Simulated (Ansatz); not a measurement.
# CCSDT/3-21G run of [BH4]− (SMILES [H][B-]([H])([H])[H])

Aim: the vertical ionisation energy of [BH4]− at CCSDT/3-21G, from 2 runs. 

The results are computed with Ansatz 0.2.0.

### 1 Starting point

[BH4]−: 5 atoms, total charge -1, spin state singlet. SMILES: `[H][B-]([H])([H])[H]`. The shape is that of a GFN2-xTB optimisation.

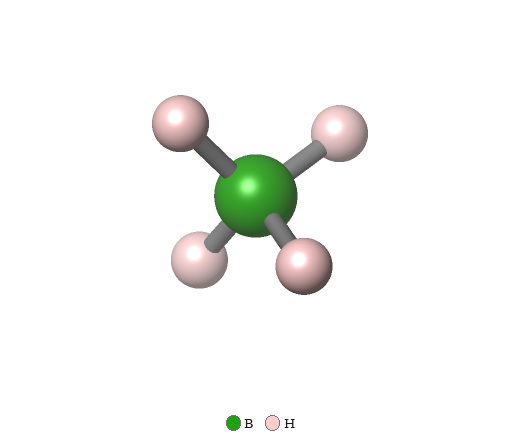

Viewed from a chosen angle; boron green, hydrogen pink.

### 2 A single-point energy at CCSDT/3-21G

input.yaml reads:

```yaml
crystal:
  periodic: [false, false, false]
  atoms:
    - {symbol: B, position_ang: [0.000000, -0.000190, -0.000050]}
    - {symbol: H, position_ang: [0.011880, -0.020580, 1.229120]}
    - {symbol: H, position_ang: [1.154650, 0.011840, -0.420810]}
    - {symbol: H, position_ang: [-0.587600, 1.007810, -0.387560]}
    - {symbol: H, position_ang: [-0.578930, -0.998880, -0.420690]}
basis:
  gaussian:
    orbitals: 3-21G.json
total_charge: -1
correlation:
  method: ccsdt
  frozen_orbitals: {B: 1, H: 0}
accuracy: high
scf:
  omitted_lower_state_checks: [cluster_reference, increment]
```

The basis set 3-21G is read from a file made from the Basis Set Exchange's data (not shown).

On the command line:

```
$ ansatz run input.yaml --threads 1 --pin off --max-ram 2610MiB --events-out events.jsonl --progress --plain --runs-dir runs
```

Output, shortened:

```text
Warning: RAYON_NUM_THREADS=1 ignored (pool sized by the plan → 1); use --threads N
Functional definition: HF
  name "HF"
[...]
342 factors; integrals over basis functions are off by at most 5.4e-9 eV
[...]
mean field -729.61167496 eV, -26.8127345060 hartree, gradient 6.2e-8 eV, S^2 0.000000; 0 other end points of the search recorded, 0 dependent functions left out
1 core orbitals not correlated: weight in the atoms' cores, before any rotation towards them, 1.000 or more for the frozen orbitals, at most 0.000 for the correlated occupied ones
reference -729.61167496 eV, -26.8127345060 hartree; 4, 4 occupied and 12, 12 virtual orbitals, 342 factors
second order -2.06840185 eV of doubles, -0.00000000 eV of singles
cycle   1  -2.46104215 eV  change   -3.9e-1 eV  update   4.9e-2
[...]
cycle  17  -2.67609226 eV  change  -2.2e-10 eV  update  2.0e-10
Total energy: -732.28776721 eV, -26.9110790826 hartree
Checks for a lower state left out: cluster_reference, increment
```

It took 0.22 s on 1 thread of Arm Neoverse V2, shared host.

### 3 Doublet neutral BH4

molecule.yaml reads:

```yaml
crystal:
  periodic: [false, false, false]
  atoms:
    - {symbol: B, position_ang: [0.000000, -0.000190, -0.000050]}
    - {symbol: H, position_ang: [0.011880, -0.020580, 1.229120]}
    - {symbol: H, position_ang: [1.154650, 0.011840, -0.420810]}
    - {symbol: H, position_ang: [-0.587600, 1.007810, -0.387560]}
    - {symbol: H, position_ang: [-0.578930, -0.998880, -0.420690]}
basis:
  gaussian:
    orbitals: 3-21G.json
magnetization:
  spin_polarized: true
  initial_magnetization: 1
correlation:
  method: ccsdt
  frozen_orbitals: {B: 1, H: 0}
accuracy: high
scf:
  omitted_lower_state_checks: [cluster_reference, increment]
```

The basis set 3-21G is read from a file made from the Basis Set Exchange's data (not shown).

On the command line:

```
$ ansatz run molecule.yaml --threads 1 --pin off --max-ram 2610MiB --events-out events.jsonl --progress --plain --runs-dir runs
```

Output:

```text
Warning: RAYON_NUM_THREADS=1 ignored (pool sized by the plan → 1); use --threads N
[... 14 lines left out ...]
1 core orbitals not correlated: weight in the atoms' cores, before any rotation towards them, 1.000 or more for the frozen orbitals, at most 0.000 for the correlated occupied ones
[... 46 lines left out ...]
Total energy: -728.45762611 eV, -26.7703239933 hartree
Checks for a lower state left out: cluster_reference, increment
```

Wall time 1.1 s (1 thread of Arm Neoverse V2, shared host).

### 4 What came out

At CCSDT/3-21G, 1 core orbital frozen:

```
                                                       quantity         value
                                   singlet [BH4]−: total energy  -26.91108 Eh
     singlet [BH4]−: correlation energy (1 core orbital frozen)     -98.3 mEh
                                  singlet [BH4]−: T1 diagnostic         0.007
                              doublet neutral BH4: total energy  -26.77032 Eh
doublet neutral BH4: correlation energy (1 core orbital frozen)     -87.3 mEh
         doublet neutral BH4: ⟨S²⟩ of the reference determinant         0.758
                             doublet neutral BH4: T1 diagnostic         0.032
            vertical detachment energy (to the doublet neutral)      3.830 eV
```

**Reading.** The vertical ionisation energy comes to 3.83 eV (370 kJ/mol).
